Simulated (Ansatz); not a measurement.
# BH2O (SMILES B[O]) at 6 levels

Aim: a comparison of 6 runs (U-revPBE/STO-3G, UBHLYP/STO-3G, UBLYP/STO-3G, UPBE0/STO-3G, RPA@PBE/STO-3G, UCCSD(T)/STO-3G) of BH2O. 

Program for the calculation: Ansatz 0.2.0.

55 further runs of the same task are left out: 55 set aside as unsound or not needed.

## 1. Starting point

The species is BH2O (4 atoms), meant as a doublet with charge 0. As SMILES, `B[O]`. The H3–B1 distance was set to 2.422 Å, away from the relaxed value. At this shape a bond of the SMILES string is far longer than usual.

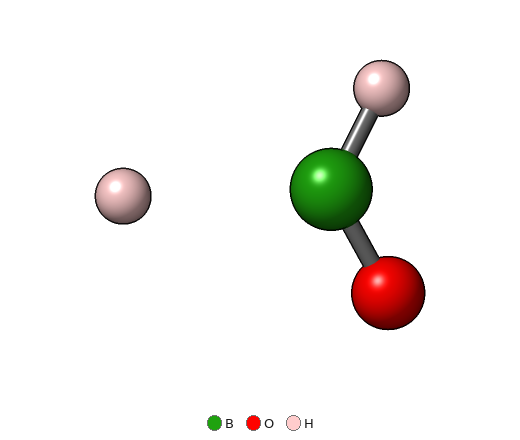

Viewed from a chosen angle; boron green, oxygen red, hydrogen pink.

## 2. A single-point energy at U-revPBE/STO-3G (run 1)

Input file in.yaml:

```yaml
crystal:
  periodic: [false, false, false]
  atoms:
    - {symbol: B, position_ang: [1.050438, 0.567121, -0.181806]}
    - {symbol: O, position_ang: [2.076838, 0.236621, 0.510194]}
    - {symbol: H, position_ang: [-1.052600, -0.587700, 0.151600]}
    - {symbol: H, position_ang: [1.135438, 1.455921, -1.000306]}
basis:
  gaussian:
    orbitals: STO-3G
accuracy: high
hamiltonian:
  xc: {name: revPBE}
total_charge: 0
magnetization:
  spin_polarized: true
  initial_magnetization: 1
```

The run is started by

```console
$ ansatz run in.yaml --threads 1 --pin off --max-ram 2610MiB --events-out events.jsonl --progress --plain --runs-dir runs
```

Log:

```text
Warning: RAYON_NUM_THREADS=1 ignored (pool sized by the plan → 1); use --threads N
Functional definition: revPBE
  name "revPBE"
  parameter kappa = 1.245
  parameter beta = 0.06672455060314922
  exchange = pbe_x(kappa = kappa, mu = beta*pi^2/3)
  correlation = pbe_c(beta = beta)
187 factors; integrals over basis functions are off by at most 2.9e-8 eV
mean field evaluation 1: about -2713.8087 eV, gradient 1.1e1 eV
mean field evaluation 2: about -2697.9157 eV, gradient 5.8e1 eV
mean field evaluation 4: about -2714.7792 eV, gradient 6.6e-1 eV
mean field evaluation 8: about -2714.7312 eV, gradient 6.7e-3 eV
mean field evaluation 16: about -2714.7312 eV, gradient 7.4e-6 eV
mean field -2714.73124926 eV, -99.7645332994 hartree, gradient 5.9e-8 eV, S^2 0.765388; 0 other end points of the search recorded, 0 dependent functions left out
reference -2714.73125131 eV, -99.7645333747 hartree; 8, 7 occupied and 4, 5 virtual orbitals, 187 factors
Total energy: -2714.73125131 eV, -99.7645333747 hartree
```

It took 0.8 s on 1 thread of Arm Neoverse V2, shared host; peak memory 0.1 GiB.

## 3. A single-point energy at UBHLYP/STO-3G (run 2)

Input file job.yaml:

```yaml
crystal:
  periodic: [false, false, false]
  atoms:
    - {symbol: B, position_ang: [1.050438, 0.567121, -0.181806]}
    - {symbol: O, position_ang: [2.076838, 0.236621, 0.510194]}
    - {symbol: H, position_ang: [-1.052600, -0.587700, 0.151600]}
    - {symbol: H, position_ang: [1.135438, 1.455921, -1.000306]}
basis:
  gaussian: {orbitals: STO-3G}
magnetization: {spin_polarized: true, initial_magnetization: 1}
hamiltonian: {xc: {name: BHLYP}}
accuracy: high
```

The run is started by

```console
$ ansatz run job.yaml --threads 1 --pin off --max-ram 2610MiB --events-out events.jsonl --progress --plain --runs-dir runs
```

Log:

```text
Warning: RAYON_NUM_THREADS=1 ignored (pool sized by the plan → 1); use --threads N
Functional definition: BHLYP
  name "BHLYP"
  parameter a = 0.5
  exchange = (1 - a)*b88_x + a*exact_x
  correlation = lyp_c
187 factors; integrals over basis functions are off by at most 2.9e-8 eV
mean field evaluation 1: about -2709.8751 eV, gradient 2.1e1 eV
mean field evaluation 2: about -2696.6997 eV, gradient 5.8e1 eV
mean field evaluation 4: about -2713.3042 eV, gradient 5.7e-1 eV
mean field evaluation 8: about -2713.3334 eV, gradient 2.6e-1 eV
mean field evaluation 16: about -2713.3352 eV, gradient 6.6e-4 eV
mean field -2713.33519651 eV, -99.7132293069 hartree, gradient 4.8e-8 eV, S^2 0.918686; 0 other end points of the search recorded, 0 dependent functions left out
reference -2713.33521228 eV, -99.7132298867 hartree; 8, 7 occupied and 4, 5 virtual orbitals, 187 factors
Total energy: -2713.33521228 eV, -99.7132298867 hartree
```

Wall time 0.86 s (1 thread of Arm Neoverse V2, shared host); peak memory 0.1 GiB.

Run 3 isn't shown in full; the table further down has it.

## 4. A single-point energy at UPBE0/STO-3G (run 4)

Input file input.yaml:

```yaml
crystal:
  periodic: [false, false, false]
  atoms:
    - symbol: B
      position_ang: [1.050438, 0.567121, -0.181806]
    - symbol: O
      position_ang: [2.076838, 0.236621, 0.510194]
    - symbol: H
      position_ang: [-1.052600, -0.587700, 0.151600]
    - symbol: H
      position_ang: [1.135438, 1.455921, -1.000306]
basis:
  gaussian:
    orbitals: STO-3G
magnetization:
  spin_polarized: true
  initial_magnetization: 1
hamiltonian:
  xc: {name: PBE0}
accuracy: high
```

The run is started by

```console
$ ansatz run input.yaml --threads 1 --pin off --max-ram 2610MiB --events-out events.jsonl --progress --plain --runs-dir runs
```

Log:

```text
Warning: RAYON_NUM_THREADS=1 ignored (pool sized by the plan → 1); use --threads N
Functional definition: PBE0
  name "PBE0"
  parameter a = 0.25
  parameter kappa = 0.804
[... 1 set-up line as earlier in the session ...]
  exchange = (1 - a)*pbe_x(kappa = kappa, mu = beta*pi^2/3) + a*exact_x
[... 1 set-up line as earlier in the session ...]
187 factors; integrals over basis functions are off by at most 2.9e-8 eV
mean field evaluation 1: about -2709.6953 eV, gradient 1.8e1 eV
mean field evaluation 2: about -2690.7083 eV, gradient 6.5e1 eV
mean field evaluation 4: about -2711.9580 eV, gradient 3.4e-1 eV
mean field evaluation 8: about -2711.9272 eV, gradient 7.5e-2 eV
mean field evaluation 16: about -2711.9278 eV, gradient 4.8e-5 eV
mean field -2711.92782269 eV, -99.6615092733 hartree, gradient 6.5e-8 eV, S^2 0.796614; 2 other end points of the search recorded, 0 dependent functions left out
reference -2711.92782393 eV, -99.6615093188 hartree; 8, 7 occupied and 4, 5 virtual orbitals, 187 factors
Total energy: -2711.92782393 eV, -99.6615093188 hartree
```

Wall time 0.92 s (1 thread of Arm Neoverse V2, shared host); peak memory 0.1 GiB.

Run 5 isn't shown in full; the table further down has it.

## 5. The energy at UCCSD(T)/STO-3G (run 6)

Changes to input.yaml since step 4:

```diff
@@ -17,4 +17,7 @@
   initial_magnetization: 1
-hamiltonian:
-  xc: {name: PBE0}
 accuracy: high
+correlation:
+  method: ccsd_t
+  frozen_orbitals: {B: 1, H: 0, O: 1}
+scf:
+  omitted_lower_state_checks: [cluster_reference, increment]
```

The run is started by

```console
$ ansatz run input.yaml --threads 1 --pin off --max-ram 2610MiB --events-out events.jsonl --progress --plain --runs-dir runs
```

Log:

```text
Warning: RAYON_NUM_THREADS=1 ignored (pool sized by the plan → 1); use --threads N
[... 17 lines left out ...]
2 core orbitals not correlated: weight in the atoms' cores, before any rotation towards them, 1.000 or more for the frozen orbitals, at most 0.000 for the correlated occupied ones
[... 39 lines left out ...]
Total energy: -2704.31867039 eV, -99.3818780838 hartree
Checks for a lower state left out: cluster_reference, increment
```

Wall time 0.32 s (1 thread of Arm Neoverse V2, shared host).

## 6. Overview of the runs

```tsv
run	level	frozen core orbitals	energy (Eh)	⟨S²⟩	wall time
1	U-revPBE/STO-3G	–	-99.764533	0.765	0.8 s
2	UBHLYP/STO-3G	–	-99.713230	0.919	0.86 s
3	UBLYP/STO-3G	–	-99.744748	0.767	0.78 s
4	UPBE0/STO-3G	–	-99.661509	0.797	0.92 s
5	RPA@PBE/STO-3G	2	-99.431221	0.763	0.94 s
6	UCCSD(T)/STO-3G	2	-99.381878	1.363	0.32 s
```

## 7. Results

```
                                          quantity         value
                               run 6: total energy  -99.38188 Eh
run 6: correlation energy (2 core orbitals frozen)    -138.8 mEh
                             run 6: (T) correction     -5.11 mEh
          run 6: ⟨S²⟩ of the reference determinant         1.363
                              run 6: T1 diagnostic         0.100
```

In words: Totals of different functionals can't be ranked against each other. In runs 1, 2, 3, 4, 5, 6 the basis is minimal, so the values are rough. Spin contamination of the reference: run 6 ⟨S²⟩ = 1.36, run 2 ⟨S²⟩ = 0.92. Where it is this large, the reference is a mixture of spin states, and values that rest on it are in doubt. All runs together took 4.6 s, the longest 0.94 s.
